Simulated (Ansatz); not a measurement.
**SiSn3O8: the cell at several levels of theory, part 1 of 3**

Cell and atoms of SiSn3O8 (rutile host) are relaxed in turn with PBE, r2SCAN and PBEsol. This is a trial cell built on a prototype, not taken from a measured structure, and it needn't be the compound's ground state.

Code: Ansatz 0.2.0. PAW datasets, plane waves, zero pressure. The calculation is spin-unpolarised, and the structure need not be a phase that has been made.

## 1. The structure to begin with

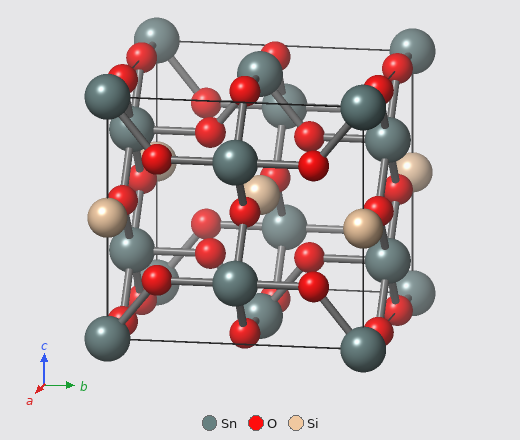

View slightly off an axis; tin teal, oxygen red, silicon light orange. The conventional cell is drawn.

Structure file:

```cif
data_structure
_symmetry_space_group_name_H-M 'Cmmm'
_symmetry_Int_Tables_number 65
_cell_length_a 6.6098
_cell_length_b 6.6098
_cell_length_c 6.2925
_cell_angle_alpha 90.000
_cell_angle_beta 90.000
_cell_angle_gamma 90.000
_cell_volume 274.92
loop_
_atom_site_label
_atom_site_type_symbol
_atom_site_symmetry_multiplicity
_atom_site_Wyckoff_symbol
_atom_site_fract_x
_atom_site_fract_y
_atom_site_fract_z
_atom_site_occupancy
Sn1 Sn 4 l 0.00000 0.50000 0.25000 1
Sn2 Sn 2 a 0.00000 0.00000 0.00000 1
O1 O 8 n 0.00000 0.19403 0.25000 1
O2 O 4 g 0.19403 0.50000 0.00000 1
Si1 Si 2 d 0.00000 0.00000 0.50000 1
O3 O 4 h 0.19403 0.50000 0.50000 1
```

## 2. PBE: cell and atoms

Contents of input.yaml:

```yaml
crystal:
  lattice:
    - [3.30491339, -3.30491339, 0.0]
    - [3.30491339, 3.30491339, 0.0]
    - [0.0, 0.0, 6.29253137]
  atoms:
    - { symbol: Sn, position: [0.5, 0.5, 0.25] }
    - { symbol: Sn, position: [0.0, 0.0, 0.0] }
    - { symbol: O, position: [0.1940277, 0.1940277, 0.25] }
    - { symbol: O, position: [0.8059723, 0.8059723, 0.25] }
    - { symbol: O, position: [0.6940277, 0.3059723, 0.0] }
    - { symbol: O, position: [0.3059723, 0.6940277, 0.0] }
    - { symbol: Sn, position: [0.5, 0.5, 0.75] }
    - { symbol: Si, position: [0.0, 0.0, 0.5] }
    - { symbol: O, position: [0.1940277, 0.1940277, 0.75] }
    - { symbol: O, position: [0.8059723, 0.8059723, 0.75] }
    - { symbol: O, position: [0.6940277, 0.3059723, 0.5] }
    - { symbol: O, position: [0.3059723, 0.6940277, 0.5] }
kpoints:
  mp_grid: { grid: [6, 6, 4] }
hamiltonian:
  xc: pbe
scf:
  occupations: { method: fermi_dirac, width: 0.02 }
relax:
  f_tol: 0.005
  cell: {}
```

The program printed:

```text
Engine: ansatz 0.2.0, x86_64-unknown-linux-gnu
Pseudopotentials: kind: paw
Pseudopotential: Sn, paw, valence charge 14, recommended cutoff 420 eV (normal), Sn.paw.azcp
Pseudopotential: O, paw, valence charge 6, recommended cutoff 420 eV (normal), O.paw.azcp
Pseudopotential: Si, paw, valence charge 4, recommended cutoff 420 eV (normal), Si.paw.azcp
Functional definition: PBE
  parameter kappa = 0.804
  parameter beta = 0.06672455060314922
  exchange = pbe_x(kappa = kappa, mu = beta*pi^2/3)
  correlation = pbe_c(beta = beta)
Crystal: 12 atoms, lattice volume = 137.460 Å³
Basis set: ecut = 420 eV, 2685 PW (Γ), exchange–correlation on 64×64×90 points (8 copies of the dense FFT grid, shifted against one another)
Bands: 59, of which v1, the nominal top of the filled ones, is band 47 counted from 1 (46 counted from 0)
Symmetry: 8 space group operations
Space group: Cmmm (ITA 65), of the structure as read, at distance tolerance 5.2e-5 Å
k-points: 39 of 144
Non-local potential: Sn, projectors of the file, l = 0: 2, l = 1: 2, l = 2: 2, l = 3: 2
Non-local potential: O, projectors of the file, l = 0: 2, l = 1: 2, l = 2: 1
Non-local potential: Si, projectors of the file, l = 0: 2, l = 1: 2, l = 2: 2
PAW form: soft (Blöchl's): semilocal exchange-correlation on the pseudo side does not see the compensation charge
PAW one-centre angular grid: Sn, 590 points (default); XC on 64 Gauss nodes
PAW one-centre angular grid: O, 110 points (default); XC on 64 Gauss nodes
PAW one-centre angular grid: Si, 110 points (default); XC on 64 Gauss nodes
Initial density: superposition of atomic densities (neutral atoms: chi_scale 0, normalization atom), corrected by the library's trained network
Initial wavefunctions: pseudopotential atomic-orbital guess
Functional: x = pbe(κ = 0.804, μ = 0.2195149727645171), c = pbe(β = 0.06672455060314922)
SCF iter   1: F=—  HF=-23247.652790 eV  |F-HF|=—  |Δ(HF+E_count)|=         —  Δρ=1.58e-3  dr2=2.75e-3  ethr=1.77e-3  ⟨swp⟩=6.3  Hψ=9659  notcnv=0  defer=36
preconditioner: auto → Resta (q_TF=auto, 2.561 Å⁻¹)  ε∞=3.7  [insulator: Δε(μ)=1.189 eV  Ē_g=18.783 eV  σ=0.020 eV  W_gap=1.00  n_scr=36 (ndim 8)  ℏωp=30.7 eV  f_vac=0.009  D(μ)=0.00/eV (n_scr^D=0)  ε∞_Penn≈3.7]
SCF iter   2: F=—  HF=-23247.654969 eV  |F-HF|=—  |Δ(HF+E_count)|=   2.18e-3  Δρ=8.49e-4  dr2=7.06e-4  ethr=2.92e-6  ⟨swp⟩=2.8  Hψ=4775  notcnv=0  defer=222
SCF iter   3: F=—  HF=-23247.655801 eV  |F-HF|=—  |Δ(HF+E_count)|=   8.32e-4  Δρ=2.20e-4  dr2=7.70e-5  ethr=7.51e-7  ⟨swp⟩=2.0  Hψ=3561  notcnv=0  defer=222
SCF iter   4: F=—  HF=-23247.655951 eV  |F-HF|=—  |Δ(HF+E_count)|=   1.50e-4  Δρ=6.88e-5  dr2=7.80e-6  ethr=8.20e-8  ⟨swp⟩=2.8  Hψ=4330  notcnv=0  defer=222
SCF iter   5: F=—  HF=-23247.655952 eV  |F-HF|=—  |Δ(HF+E_count)|=   1.54e-6  Δρ=1.54e-5  dr2=3.10e-7  ethr=8.30e-9  ⟨swp⟩=2.2  Hψ=3300  notcnv=0  defer=222
SCF iter   6: F=-23247.655953 eV  HF=-23247.655953 eV  |F-HF|=1.70e-9  |Δ(HF+E_count)|=   3.16e-7  Δρ=4.12e-6  dr2=2.26e-8  ethr=1.06e-10  ⟨swp⟩=5.0  Hψ=8157  notcnv=0
SCF 1 converged in 6 iterations: F = -23247.655953 eV  dr2 = 2.26e-8
relax step   1: F+E_penalty+E_count = -23247.65595271 eV  Δ(F+E_penalty+E_count) = +0.000e0 eV  max|allowed force component| = 3.541e0 eV/Å  Δτ_max = 0.0000 Å  P = +3.155 GPa  Ω = 137.460 Å³  (6 SCF iters, dr2 threshold 1.00e-7 eV, accepted)
Crystal: 12 atoms, lattice volume = 139.381 Å³
Basis set: ecut = 420 eV, 2733 PW (Γ), exchange–correlation on 64×64×90 points (8 copies of the dense FFT grid, shifted against one another)
Initial density: handed on by an earlier stage of this run
Initial wavefunctions: those handed on with the density
iter 1 solved again at ethr=3.82e-4 eV; its pass at ethr=3.10e-3 eV (dr2=3.59e-1 eV) is discarded
SCF iter   1: F=—  HF=-23249.294694 eV  |F-HF|=—  |Δ(HF+E_count)|=         —  Δρ=2.05e-2  dr2=3.69e-1  ethr=3.82e-4  ⟨swp⟩=2.3  Hψ=12333  notcnv=0
preconditioner: auto → Resta (q_TF=auto, 2.555 Å⁻¹)  ε∞=3.6  [insulator: Δε(μ)=1.021 eV  Ē_g=18.769 eV  σ=0.020 eV  W_gap=1.00  n_scr=36 (ndim 8)  ℏωp=30.5 eV  f_vac=0.019  D(μ)=0.00/eV (n_scr^D=0)  ε∞_Penn≈3.6]
SCF iter   2: F=—  HF=-23249.220022 eV  |F-HF|=—  |Δ(HF+E_count)|=   7.47e-2  Δρ=9.39e-3  dr2=5.39e-2  ethr=3.82e-4  ⟨swp⟩=4.5  Hψ=4733  notcnv=0
SCF iter   3: F=—  HF=-23249.214253 eV  |F-HF|=—  |Δ(HF+E_count)|=   5.77e-3  Δρ=3.70e-3  dr2=1.09e-2  ethr=5.73e-5  ⟨swp⟩=2.7  Hψ=3682  notcnv=0  defer=253
SCF iter   4: F=—  HF=-23249.213428 eV  |F-HF|=—  |Δ(HF+E_count)|=   8.25e-4  Δρ=9.60e-4  dr2=6.94e-4  ethr=1.16e-5  ⟨swp⟩=2.1  Hψ=3245  notcnv=0  defer=253
SCF iter   5: F=—  HF=-23249.213594 eV  |F-HF|=—  |Δ(HF+E_count)|=   1.66e-4  Δρ=3.17e-4  dr2=1.25e-4  ethr=7.39e-7  ⟨swp⟩=2.1  Hψ=3143  notcnv=0  defer=253
SCF iter   6: F=—  HF=-23249.213583 eV  |F-HF|=—  |Δ(HF+E_count)|=   1.11e-5  Δρ=1.20e-4  dr2=1.54e-5  ethr=1.33e-7  ⟨swp⟩=2.0  Hψ=3156  notcnv=0  defer=253
SCF iter   7: F=—  HF=-23249.213585 eV  |F-HF|=—  |Δ(HF+E_count)|=   1.80e-6  Δρ=3.56e-5  dr2=1.30e-6  ethr=1.64e-8  ⟨swp⟩=2.0  Hψ=3026  notcnv=0  defer=253
SCF iter   8: F=-23249.213586 eV  HF=-23249.213586 eV  |F-HF|=1.19e-7  |Δ(HF+E_count)|=   1.02e-6  Δρ=1.73e-5  dr2=3.19e-7  ethr=1.28e-9  ⟨swp⟩=4.7  Hψ=7420  notcnv=0
SCF 2 converged in 8 iterations: F = -23249.213586 eV  dr2 = 3.19e-7
relax step   2: F+E_penalty+E_count = -23249.21358608 eV  Δ(F+E_penalty+E_count) = -1.558e0 eV  max|allowed force component| = 1.267e0 eV/Å  Δτ_max = 0.1219 Å  P = -4.420 GPa  Ω = 139.381 Å³  energy of the carried Pulay correction = -9.890e-3 eV  (8 SCF iters, dr2 threshold 1.20e-6 eV, accepted)
Crystal: 12 atoms, lattice volume = 133.689 Å³
Basis set: ecut = 420 eV, 2581 PW (Γ), exchange–correlation on 64×64×90 points (8 copies of the dense FFT grid, shifted against one another)
iter 1 solved again at ethr=4.89e-4 eV; its pass at ethr=3.10e-3 eV (dr2=4.60e-1 eV) is discarded
SCF iter   1: F=—  HF=-23249.550649 eV  |F-HF|=—  |Δ(HF+E_count)|=         —  Δρ=1.94e-2  dr2=4.67e-1  ethr=4.89e-4  ⟨swp⟩=3.9  Hψ=12790  notcnv=0
preconditioner: auto → Resta (q_TF=auto, 2.573 Å⁻¹)  ε∞=3.6  [insulator: Δε(μ)=1.119 eV  Ē_g=19.173 eV  σ=0.020 eV  W_gap=1.00  n_scr=36 (ndim 8)  ℏωp=31.1 eV  f_vac=0.004  D(μ)=0.00/eV (n_scr^D=0)  ε∞_Penn≈3.6]
SCF iter   2: F=—  HF=-23249.461781 eV  |F-HF|=—  |Δ(HF+E_count)|=   8.89e-2  Δρ=8.88e-3  dr2=1.07e-1  ethr=4.89e-4  ⟨swp⟩=2.4  Hψ=2899  notcnv=0  defer=139
SCF iter   3: F=—  HF=-23249.440865 eV  |F-HF|=—  |Δ(HF+E_count)|=   2.09e-2  Δρ=1.11e-3  dr2=1.84e-3  ethr=1.14e-4  ⟨swp⟩=3.0  Hψ=3441  notcnv=0  defer=273
SCF iter   4: F=—  HF=-23249.440764 eV  |F-HF|=—  |Δ(HF+E_count)|=   1.01e-4  Δρ=2.92e-4  dr2=1.70e-4  ethr=1.95e-6  ⟨swp⟩=2.2  Hψ=2977  notcnv=0  defer=273
SCF iter   5: F=—  HF=-23249.441078 eV  |F-HF|=—  |Δ(HF+E_count)|=   3.13e-4  Δρ=7.04e-5  dr2=6.14e-6  ethr=1.81e-7  ⟨swp⟩=2.5  Hψ=3895  notcnv=0  defer=273
SCF iter   6: F=-23249.441082 eV  HF=-23249.441082 eV  |F-HF|=1.90e-8  |Δ(HF+E_count)|=   3.99e-6  Δρ=1.75e-5  dr2=4.22e-7  ethr=1.28e-9  ⟨swp⟩=5.0  Hψ=8344  notcnv=0
SCF 3 converged in 6 iterations: F = -23249.441082 eV  dr2 = 4.22e-7
relax step   3: F+E_penalty+E_count = -23249.44108176 eV  Δ(F+E_penalty+E_count) = -2.275e-1 eV  max|allowed force component| = 9.625e-1 eV/Å  Δτ_max = 0.1235 Å  P = +3.857 GPa  Ω = 133.689 Å³  energy of the carried Pulay correction = +1.982e-2 eV  (6 SCF iters, dr2 threshold 1.20e-6 eV, accepted)
[... 12 lines left out ...]
relax step   4: F+E_penalty+E_count = -23249.57745538 eV  Δ(F+E_penalty+E_count) = -1.364e-1 eV  max|allowed force component| = 1.863e-1 eV/Å  Δτ_max = 0.0460 Å  P = +0.389 GPa  Ω = 135.701 Å³  energy of the carried Pulay correction = +9.175e-3 eV  (7 SCF iters, dr2 threshold 1.20e-6 eV, accepted)
[... 9 lines left out ...]
relax step   5: F+E_penalty+E_count = -23249.58214573 eV  Δ(F+E_penalty+E_count) = -4.690e-3 eV  max|allowed force component| = 7.995e-2 eV/Å  Δτ_max = 0.0070 Å  P = +0.014 GPa  Ω = 135.930 Å³  energy of the carried Pulay correction = +7.976e-3 eV  (5 SCF iters, dr2 threshold 1.20e-6 eV, accepted)
[... 9 lines left out ...]
relax step   6: F+E_penalty+E_count = -23249.58224712 eV  Δ(F+E_penalty+E_count) = -1.014e-4 eV  max|allowed force component| = 6.941e-3 eV/Å  Δτ_max = 0.0017 Å  P = +0.004 GPa  Ω = 135.955 Å³  energy of the carried Pulay correction = +7.842e-3 eV  (5 SCF iters, dr2 threshold 4.00e-7 eV, accepted)
[... 9 lines left out ...]
relax step   7: F+E_penalty+E_count = -23249.58217753 eV  Δ(F+E_penalty+E_count) = +6.959e-5 eV  max|allowed force component| = 6.366e-4 eV/Å  Δτ_max = 0.0005 Å  P = +0.001 GPa  Ω = 135.970 Å³  energy of the carried Pulay correction = +7.764e-3 eV  (5 SCF iters, dr2 threshold 3.01e-9 eV, accepted)
[... 8 lines left out ...]
relax step   8: F+E_penalty+E_count = -23249.57575270 eV  Δ(F+E_penalty+E_count) = +6.425e-3 eV  max|allowed force component| = 4.180e-4 eV/Å  Δτ_max = 0.0000 Å  P = -0.056 GPa  Ω = 135.970 Å³  stress off target by 1.49e-1 GPa  SCF on the basis re-selected at this cell (its energy is not comparable with the rows above)  (5 SCF iters)
[... 9 lines left out ...]
relax step   9: F+E_penalty+E_count = -23249.57593320 eV  Δ(F+E_penalty+E_count) = -1.805e-4 eV  max|allowed force component| = 2.138e-3 eV/Å  Δτ_max = 0.0002 Å  P = +0.014 GPa  Ω = 135.938 Å³  energy of the carried Pulay correction = +1.565e-4 eV  (4 SCF iters, dr2 threshold 5.55e-8 eV, accepted)
iter 1 solved again at ethr=2.23e-7 eV; its pass at ethr=3.10e-3 eV (dr2=2.10e-4 eV) is discarded
SCF iter   1: F=—  HF=-23249.575500 eV  |F-HF|=—  |Δ(HF+E_count)|=         —  Δρ=6.94e-6  dr2=3.61e-8  ethr=2.23e-7  ⟨swp⟩=3.9  Hψ=16239  notcnv=0
eigensolver tolerance schedule: the retry pair's looser diagonalisation over-reported the residual by 5804.23 of it (diagonalisation noise at 0.72 of the residual, at the tolerance the schedule requests for it); recorded, not acted on — ethr = c·dr2/N_el stays at c = 1.0e-1
preconditioner: auto → Resta (q_TF=auto, 2.566 Å⁻¹)  ε∞=3.6  [insulator: Δε(μ)=1.008 eV  Ē_g=19.046 eV  σ=0.020 eV  W_gap=1.00  n_scr=36 (ndim 8)  ℏωp=30.9 eV  f_vac=0.012  D(μ)=0.00/eV (n_scr^D=0)  ε∞_Penn≈3.6]
SCF iter   2: F=—  HF=-23249.575758 eV  |F-HF|=—  |Δ(HF+E_count)|=   2.58e-4  Δρ=3.45e-6  dr2=9.20e-9  ethr=3.84e-11  ⟨swp⟩=3.2  Hψ=5898  notcnv=0
SCF iter   3: F=—  HF=-23249.575758 eV  |F-HF|=—  |Δ(HF+E_count)|=   2.57e-9  Δρ=1.90e-6  dr2=2.49e-9  ethr=9.79e-12  ⟨swp⟩=2.0  Hψ=2800  notcnv=0
SCF iter   4: F=—  HF=-23249.575758 eV  |F-HF|=—  |Δ(HF+E_count)|=   3.06e-9  Δρ=6.20e-7  dr2=4.19e-10  ethr=2.65e-12  ⟨swp⟩=2.0  Hψ=3549  notcnv=0
SCF iter   5: F=-23249.575758 eV  HF=-23249.575758 eV  |F-HF|=1.46e-11  |Δ(HF+E_count)|=  7.28e-12  Δρ=3.42e-7  dr2=9.04e-11  ethr=1.00e-12  ⟨swp⟩=7.1  Hψ=9116  notcnv=0
SCF 10 converged in 5 iterations: F = -23249.575758 eV  dr2 = 9.04e-11
relax step  10: F+E_penalty+E_count = -23249.57575758 eV  Δ(F+E_penalty+E_count) = +1.756e-4 eV  max|allowed force component| = 2.196e-3 eV/Å  Δτ_max = 0.0000 Å  P = +0.013 GPa  Ω = 135.938 Å³  stress off target by 1.77e-2 GPa  SCF on the basis re-selected at this cell (its energy is not comparable with the rows above)  (5 SCF iters)
basis re-selected at this cell: Δ(F+E_penalty+E_count) = +1.756e-4 eV, ΔP = -0.001 GPa vs the last step (what re-selecting the basis moved, of the pressure what is left beyond the Pulay correction that the steps carried, after the strain that the cell walked since its last selection, with what the two solves' SCF thresholds leave and, on support functions, any second-order correction that the steps lacked; it is no measure of the basis error at this ecutwfc). This SCF's stress stands 1.77e-2 GPa from its target on what of the cell is left free (relax.cell.stress_tol is 5.00e-2 GPa) and its largest allowed force component is 2.20e-3 eV/Å (relax.f_tol is 5.00e-3 eV/Å): within both
SCF converged after 5 iterations
Free energy (F): -23249.575758 eV
Harris-Foulkes:  -23249.575758 eV  (|F-HF|=1.46e-11)
Internal energy: -23249.575758 eV  (E = F + TS)
E sigma→0 (E₀):  -23249.575758 eV
Fermi energy:    9.861466 eV
--- Per-component energies (eV) ---
  E_band       = -186.876082
  E_kinetic    = 2020.425318
  E_local      = -5029.576271  (includes V_loc(G=0)·N_el)
  E_nonlocal   = 317.961848
  E_hartree    = 2497.530768
  E_xc         = -1784.906442
  E_vxc        = -1081.123605  (∫ρ·V_xc dr)
  E_paw        = -14222.895532  (= ΣΔE_a)
  E_vpaw       = -1409.644557  (= ΣTr[D̂ρ^β])
  E_aug_tail   = 0.019942  (compensation charges beyond the density's cutoff)
  E_ewald      = -7048.135387
  E_smearing   = -0.000000  (= −TS)
  E_closure    = 0.000000  (closes the sum)
  Σ components = -23249.575758   (vs F -23249.575758, Δ=0.00e0)
--- Forces (eV/Å), atoms counted from 1 ---
  atom   1  Sn     0.00000000    -0.00000000     0.00061884
  atom   2  Sn    -0.00000000    -0.00000000     0.00000000
  atom   3  O      0.00109926    -0.00000000     0.00160817
  atom   4  O     -0.00109926     0.00000000     0.00160817
  atom   5  O     -0.00000000     0.00219572     0.00000000
  atom   6  O      0.00000000    -0.00219572     0.00000000
  atom   7  Sn    -0.00000000     0.00000000    -0.00061884
  atom   8  Si     0.00000000     0.00000000     0.00000000
  atom   9  O      0.00109926    -0.00000000    -0.00160817
  atom  10  O     -0.00109926     0.00000000    -0.00160817
  atom  11  O      0.00000000    -0.00086627     0.00000000
  atom  12  O     -0.00000000     0.00086627     0.00000000
  max |Σ_I F_I| component: 1.39e-17 eV/Å
--- Stress (GPa, compression-positive) ---
        0.007662       0.000000       0.000000
        0.000000       0.017744       0.000000
        0.000000       0.000000       0.013566
  P = ⅓ Tr σ = 0.0130 GPa (0.130 kbar)
--- Band table (eV; the first three rows and the last of 39) ---
  k-point 0: bands = ["-12.1187", "-12.0237", "-11.5285", "-11.4857", "-11.3846", "-11.3069", "-11.1868", "-11.1801", "-11.1740", "-11.1315", "-11.0609", "-11.0107", "-10.9992", "-10.9925", "-10.9649", "-10.2054", "-8.4955", "-8.3508", "-8.3121", "-7.9704", "-7.0859", "-6.8179", "-6.7929", "0.4624", "1.4474", "1.8667", "4.2571", "4.3065", "4.6072", "4.8572", "5.0032", "5.2092", "5.4045", "5.6110", "5.9989", "6.2177", "6.5779", "7.0592", "7.1717", "7.3745", "7.5103", "7.6600", "7.7931", "8.1268", "8.4767", "8.6743", "9.3573", "10.3653", "13.9911", "14.7976", "14.8086", "15.9854", "17.2496", "17.8344", "19.0699", "19.5358", "19.8905", "19.9013", "20.1562"]
  k-point 1: bands = ["-12.0726", "-11.9272", "-11.5341", "-11.5314", "-11.3424", "-11.3358", "-11.2896", "-11.1738", "-11.1624", "-11.1151", "-11.0698", "-11.0164", "-11.0159", "-11.0095", "-10.9941", "-10.1273", "-9.1653", "-8.0649", "-7.8517", "-7.6985", "-7.2167", "-6.9942", "-6.8972", "0.3328", "1.1829", "2.7593", "4.3720", "4.3723", "4.5172", "5.0062", "5.0223", "5.5611", "5.6149", "5.7117", "5.7344", "5.9350", "6.0722", "6.6440", "6.6637", "6.9881", "7.2385", "7.6879", "8.0620", "8.1069", "8.5521", "8.6808", "9.2564", "11.3231", "13.8333", "14.8964", "15.3363", "16.6168", "17.3605", "17.7994", "18.4988", "18.9601", "19.4339", "20.1757", "20.2236"]
  k-point 2: bands = ["-12.0180", "-11.6852", "-11.6436", "-11.5852", "-11.5397", "-11.2989", "-11.2351", "-11.1735", "-11.1317", "-11.1021", "-11.0887", "-11.0726", "-11.0438", "-11.0079", "-10.9960", "-9.9617", "-9.5993", "-7.6236", "-7.6169", "-7.4569", "-7.4019", "-7.2250", "-7.1247", "0.2100", "1.1549", "4.0232", "4.1162", "4.3595", "4.5054", "4.9236", "5.1932", "5.4255", "5.5157", "5.8861", "5.9341", "5.9934", "6.1314", "6.2703", "6.2814", "6.3220", "6.3361", "7.7835", "8.2444", "8.3864", "8.5390", "8.6822", "9.1066", "12.6386", "13.0144", "15.1574", "15.9891", "17.2156", "17.9603", "17.9774", "18.1115", "18.2538", "18.3957", "19.8796", "20.4001"]
  k-point 38: bands = ["-11.8913", "-11.6984", "-11.6903", "-11.6567", "-11.6345", "-11.5488", "-11.2238", "-11.1598", "-11.1478", "-11.0917", "-11.0905", "-11.0746", "-11.0455", "-10.9994", "-10.9935", "-8.7702", "-8.4055", "-8.3372", "-8.1227", "-7.7336", "-7.7242", "-7.5737", "-7.5251", "1.6502", "1.6523", "2.0852", "2.4950", "4.6069", "4.8166", "4.8744", "4.9018", "5.1969", "5.5744", "5.7011", "5.8462", "5.9487", "6.2934", "6.5933", "6.9311", "7.5517", "7.7587", "7.8098", "8.1914", "8.4605", "8.4658", "8.5779", "8.6302", "13.3802", "13.8343", "13.8407", "15.8624", "16.8718", "17.1732", "18.2497", "18.6032", "19.1254", "19.4723", "19.6402", "19.6452"]
--- Relaxed structure (8 steps of the walk, 8 accepted, 2 SCFs on fresh bases) ---
  F+E_penalty+E_count = -23249.57575758 eV   max|allowed force component| = 2.196e-3 eV/Å   (the final SCF, on the basis selected at the relaxed cell)
  cell:  # Å, volume = 135.9383 Å³
    - [3.3094784902166814, -3.3015519775137383, 0.0]
    - [3.3094784902166814, 3.3015519775137383, 0.0]
    - [0.0, 0.0, 6.2206271077599675]
  atoms:
    - { symbol: Sn, position: [0.5, 0.5, 0.2610357166167592] }
    - { symbol: Sn, position: [2.185303044038965e-34, 2.185303044038965e-34, 1.9599107238177525e-19] }
    - { symbol: O, position: [0.1826630324222547, 0.1826630324222547, 0.27823547537144183] }
    - { symbol: O, position: [0.8173369675777454, 0.8173369675777454, 0.27823547537144183] }
    - { symbol: O, position: [0.6918702500474567, 0.3081297499525435, 1.9599107238177525e-19] }
    - { symbol: O, position: [0.3081297499525435, 0.6918702500474567, 1.9599107238177525e-19] }
    - { symbol: Sn, position: [0.5, 0.5, 0.7389642833832412] }
    - { symbol: Si, position: [4.516292957680528e-34, 4.516292957680528e-34, 0.5] }
    - { symbol: O, position: [0.1826630324222547, 0.1826630324222547, 0.7217645246285584] }
    - { symbol: O, position: [0.8173369675777454, 0.8173369675777454, 0.7217645246285584] }
    - { symbol: O, position: [0.7178759977617536, 0.28212400223824663, 0.5] }
    - { symbol: O, position: [0.28212400223824663, 0.7178759977617536, 0.5] }
```

It took 22 s on 1 × NVIDIA H100 80GB HBM3 with 2 threads of AMD EPYC 7R13 (Zen 3), shared host; peak host memory 1.2 GiB.

Ionic steps:

```
step  energy change (meV/atom)  largest force (eV/Å)  pressure (GPa)  volume (Å³/atom)
   1                       0.0                3.5410            3.16            11.455
   2                    -129.8                1.2672           -4.42            11.615
   3                    -148.8                0.9625            3.86            11.141
   4                    -160.1                0.1863            0.39            11.308
   5                    -160.5                0.0799            0.01            11.327
   6                    -160.5                0.0069            0.00            11.330
   7                    -160.5                0.0006            0.00            11.331
   8                    -160.0                0.0004           -0.06            11.331
   9                    -160.0                0.0021            0.01            11.328
  10                    -160.0                0.0022            0.01            11.328
```

Step 8 solves the same cell on a plane-wave basis chosen anew, so the energy can jump there without a move.

The table lists every geometry solved, with passes on a fresh basis, whose energies don't compare exactly with the rows above.

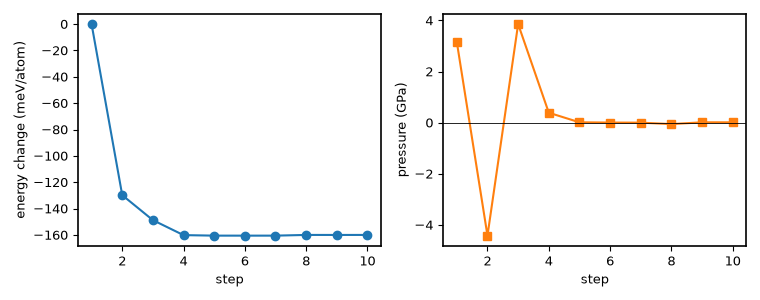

Energy (left) and pressure (right) by step.

|  | before | after | change |
| --- | --- | --- | --- |
| a (Å) | 6.610 | 6.603 | -0.10 % |
| b (Å) | 6.610 | 6.619 | +0.14 % |
| c (Å) | 6.293 | 6.221 | -1.14 % |
| volume (Å³/atom) | 11.455 | 11.328 | -1.11 % |
| shortest distance (Å) | 2.022 | 1.834 | -9.30 % |
| space group | Cmmm | Cmmm | same |

(Continued in part 2 of 3.)
